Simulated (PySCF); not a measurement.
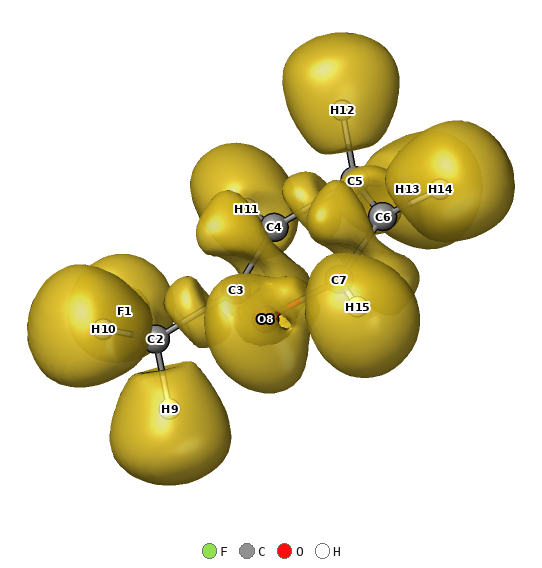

Figure. C6H7FO (SMILES FCC1=CCC=CO1). Isosurface of the ELF at 0.75 (yellow), seen at an oblique angle. Core shells and regions of very low density are left out.

Geometry: GFN2-xTB.

Theory: PySCF, CAM-B3LYP/def2-SVPD, SCF density, gas phase.

```xyz
15

F     2.9209   -0.9236   -0.0162
C     2.2941    0.2620    0.2482
C     0.8022    0.1445    0.0997
C     0.1518   -0.9573   -0.2438
C    -1.3434   -1.0108   -0.3733
C    -1.9181    0.3417   -0.0629
C    -1.1600    1.3729    0.2696
O     0.2038    1.3525    0.3733
H     2.6912    1.0069   -0.4515
H     2.5554    0.5503    1.2733
H     0.7077   -1.8592   -0.4398
H    -1.7553   -1.7657    0.3090
H    -1.6240   -1.3204   -1.3883
H    -2.9880    0.4586   -0.1174
H    -1.5428    2.3559    0.4983
```

**Identify the bonds, lone pairs and shells in this picture.**

The ELF exceeds this value in five regions between bonded C–C atoms (shared pairs), seven regions around hydrogen nuclei, one region on F in which the atom's valence shell and bonds are merged and one region on O in which the atom's valence shell and bonds are merged. Along the contacts the grid gives the following. C–C (1.32 Å): the ELF peaks at about 0.95 between the atoms (a short, multiple covalent bond). C–F (1.37 Å): the ELF peaks at about 0.85 between the atoms; a shared but strongly polarised pair.
